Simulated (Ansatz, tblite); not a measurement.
**[Si5]2-: spin states and exact exchange**

Is the singlet the ground state of [Si5]2-? Other spin states are computed and compared level by level.

Program: Ansatz 0.2.0, Gaussian basis. Level of theory: as each input shows. These are calculated values, not measurements.

Levels to be run: triplet, at the geometry of the singlet (GFN1-xTB, PBE0-D4/def2-TZVPD, PBE-D4/def2-TZVPD, r2SCAN-D4/def2-TZVPD); the singlet's energies come from earlier runs.

### Step 1. The structure

The singlet was relaxed beforehand with r2SCAN-D4/def2-SVPD.

5 atoms, charge -2, spin multiplicity 1.

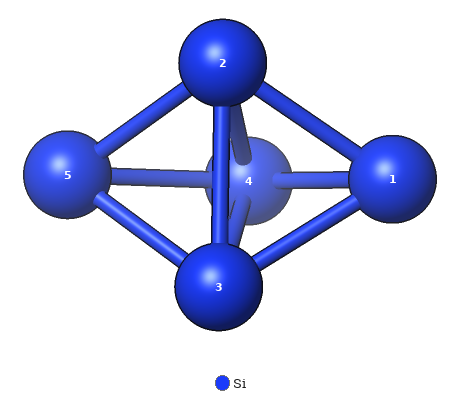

The geometry (silicon blue); atoms are numbered from 1 in the order of the file.

The ion is computed in the gas phase, without counter-ions or solvent.

### Step 2. Triplet at the fixed geometry, GFN1-xTB

Tight binding, by tblite at 300 K electronic temperature and without a spin-polarisation term:

```python
tblite.interface.Calculator('GFN1-xTB', numbers, positions, charge=-2, uhf=2).singlepoint()
```

Energy -250.2619 eV; 0.009 s.

### Step 3. Triplet at the fixed geometry, PBE0-D4/def2-TZVPD

Contents of in.yaml:

```yaml
crystal:
  periodic: [false, false, false]
  atoms:
    - {symbol: Si, position_ang: [-0.186793, -1.385112, 1.253387]}
    - {symbol: Si, position_ang: [-1.067804, 0.760302, 0.681179]}
    - {symbol: Si, position_ang: [-0.340571, -0.939012, -1.088363]}
    - {symbol: Si, position_ang: [1.408686, 0.178730, 0.407256]}
    - {symbol: Si, position_ang: [0.186472, 1.385081, -1.253469]}
basis:
  gaussian: {orbitals: def2-TZVPD}
total_charge: -2
magnetization: {spin_polarized: true, initial_magnetization: 2}
hamiltonian: {xc: pbe0, dispersion: d4}
scf: {omitted_lower_state_checks: [starts]}
output: {orbitals: {seedname: orbitals}}
```

On the command line:

```sh
$ ansatz run in.yaml --threads 4 --pin off --events-out ev --progress --plain --max-ram 3916MiB
```

The log of the run:

```text
Functional definition: PBE0
  name "PBE0"
  cite "Adamo & Barone, J. Chem. Phys. 110, 6158 (1999) doi:10.1063/1.478522"
  cite "Perdew, Burke & Ernzerhof, Phys. Rev. Lett. 77, 3865 (1996) doi:10.1103/PhysRevLett.77.3865"
  parent pbe
  parameter a = 0.25
  parameter kappa = 0.804
  parameter beta = 0.06672455060314922
  exchange = (1 - a)*pbe_x(kappa = kappa, mu = beta*pi^2/3) + a*exact_x
  correlation = pbe_c(beta = beta)
these checks for a lower state are left out or cut short: starts
1480 factors; their error is unknown
mean field evaluation 1: about -39366.9279 eV, gradient 1.6e1 eV
mean field evaluation 2: about -39363.2070 eV, gradient 2.9e1 eV
mean field evaluation 4: about -39369.1572 eV, gradient 2.7e0 eV
mean field evaluation 8: about -39369.2265 eV, gradient 1.3e-1 eV
mean field evaluation 16: about -39369.2605 eV, gradient 3.1e-2 eV
mean field evaluation 32: about -39369.2844 eV, gradient 2.0e-5 eV
mean field -39369.28439409 eV, -1446.7945160234 hartree, gradient 5.4e-6 eV, S^2 2.022217; 0 other end points of the search recorded, 0 dependent functions left out
reference -39369.28441886 eV, -1446.7945169337 hartree; 37, 35 occupied and 178, 180 virtual orbitals, 1480 factors
Total energy: -39369.62424172 eV, -1446.8070051934 hartree
Checks for a lower state left out: starts
```

Wall time 30 s (4 threads of Arm Neoverse V2, shared host); peak memory 1.4 GiB.

Report: HOMO 4.68 eV, LUMO 3.92 eV (over both spins; with the spin held, an empty level of the minority spin lies below the top filled one); ⟨S²⟩ 2.022 (pure: 2.00). Doubts: highest occupied level lies above zero.

### Step 4. Triplet at the fixed geometry, PBE-D4/def2-TZVPD

start.molden holds the orbitals of an earlier run on this state, given as this run's starting guess.

in.yaml: that of step 3 with these lines changed.

```diff
@@ -9,6 +9,6 @@
 basis:
-  gaussian: {orbitals: def2-TZVPD}
+  gaussian: {orbitals: def2-TZVPD, initial_orbitals: start.molden}
 total_charge: -2
 magnetization: {spin_polarized: true, initial_magnetization: 2}
-hamiltonian: {xc: pbe0, dispersion: d4}
+hamiltonian: {xc: pbe, dispersion: d4}
 scf: {omitted_lower_state_checks: [starts]}
```

Same command.

The log of the run:

```text
Functional definition: PBE
  name "PBE"
  cite "Perdew, Burke & Ernzerhof, Phys. Rev. Lett. 77, 3865 (1996) doi:10.1103/PhysRevLett.77.3865"
  parent pbe
  parameter kappa = 0.804
  parameter beta = 0.06672455060314922
  exchange = pbe_x(kappa = kappa, mu = beta*pi^2/3)
  correlation = pbe_c(beta = beta)
these checks for a lower state are left out or cut short: starts
1375 factors; their error is unknown
mean field evaluation 1: about -39366.1089 eV, gradient 9.3e0 eV
mean field evaluation 2: about -39366.2312 eV, gradient 2.3e-1 eV
mean field evaluation 4: about -39366.2231 eV, gradient 6.2e-2 eV
mean field evaluation 8: about -39366.2232 eV, gradient 2.5e-5 eV
mean field -39366.22317051 eV, -1446.6820181319 hartree, gradient 9.6e-6 eV, S^2 2.010967; 0 other end points of the search recorded, 0 dependent functions left out
reference -39366.22320303 eV, -1446.6820193271 hartree; 37, 35 occupied and 178, 180 virtual orbitals, 1375 factors
Total energy: -39366.62520627 eV, -1446.6967926734 hartree
Checks for a lower state left out: starts
```

Run time: 14 s. Hardware: 4 threads of Arm Neoverse V2, shared host; peak memory 0.71 GiB.

Report: HOMO 5.06 eV, LUMO 3.07 eV (over both spins; with the spin held, an empty level of the minority spin lies below the top filled one); ⟨S²⟩ 2.011 (pure: 2.00). Doubts: highest occupied level lies above zero.

### Step 5. Triplet at the fixed geometry, r2SCAN-D4/def2-TZVPD

in.yaml: that of step 4 with these lines changed.

```diff
@@ -12,3 +12,3 @@
 magnetization: {spin_polarized: true, initial_magnetization: 2}
-hamiltonian: {xc: pbe, dispersion: d4}
+hamiltonian: {xc: r2scan, dispersion: d4}
 scf: {omitted_lower_state_checks: [starts]}
```

The command is unchanged.

The log of the run:

```text
Functional definition: r2SCAN
  name "r2SCAN"
  cite "Furness, Kaplan, Ning, Perdew & Sun, J. Phys. Chem. Lett. 11, 8208 (2020) doi:10.1021/acs.jpclett.0c02405"
  cite "Furness, Kaplan, Ning, Perdew & Sun, J. Phys. Chem. Lett. 11, 9248 (2020) doi:10.1021/acs.jpclett.0c03077"
  parent r2scan
  parameter k0 = 0.174
  parameter k1 = 0.065
  parameter a1 = 4.9479
  exchange = r2scan_x(k0 = k0, k1 = k1, a1 = a1)
  correlation = r2scan_c
these checks for a lower state are left out or cut short: starts
1375 factors; their error is unknown
mean field evaluation 1: about -39382.1740 eV, gradient 6.5e0 eV
mean field evaluation 2: about -39382.2230 eV, gradient 1.0e-1 eV
mean field evaluation 4: about -39382.2057 eV, gradient 8.7e-4 eV
mean field evaluation 8: about -39382.2057 eV, gradient 2.4e-5 eV
mean field evaluation 16: about -39382.2057 eV, gradient 5.7e-6 eV
mean field -39382.20573597 eV, -1447.2693665791 hartree, gradient 5.7e-6 eV, S^2 2.027543; 0 other end points of the search recorded, 0 dependent functions left out
reference -39382.20576059 eV, -1447.2693674840 hartree; 37, 35 occupied and 178, 180 virtual orbitals, 1375 factors
Total energy: -39382.27938476 eV, -1447.2720731223 hartree
Checks for a lower state left out: starts
```

Wall time 41 s (4 threads of Arm Neoverse V2, shared host); peak memory 0.79 GiB.

Report: HOMO 5.04 eV, LUMO 3.34 eV (over both spins; with the spin held, an empty level of the minority spin lies below the top filled one); ⟨S²⟩ 2.028 (pure: 2.00). Doubts: highest occupied level lies above zero.

### Step 6. Triplet less singlet, vertical

The singlet's energies are those of its earlier runs, whose logs aren't repeated here.

| level | triplet less singlet, vertical (kcal/mol) | time |
| --- | --- | --- |
| GFN1-xTB | +35.5 | 0.016 s |
| PBE-D4/def2-TZVPD | +51.6 | 16 s |
| r2SCAN-D4/def2-TZVPD | +51.7 | 47 s |
| PBE0-D4/def2-TZVPD | +52.6 | 34 s |

Times add the two runs; a level without a time comes out of a correlated run. Tight binding without a spin term can't rank spin states.

### Step 7. Summary of results

| quantity | value |
| --- | --- |
| triplet less singlet, vertical, functionals in def2-TZVPD | +51.6 (PBE-D4) to +52.6 kcal/mol (PBE0-D4) |

**Reading.** All functionals put the triplet above the singlet, over a spread of 1.0 kcal/mol. The checks for a lower triplet were left out, so another state of that spin may lie lower. These are electronic energies, without zero-point motion, entropy or surroundings.

A small anion of this charge may not be bound in the gas phase; the finite basis can hold electrons that would leave.
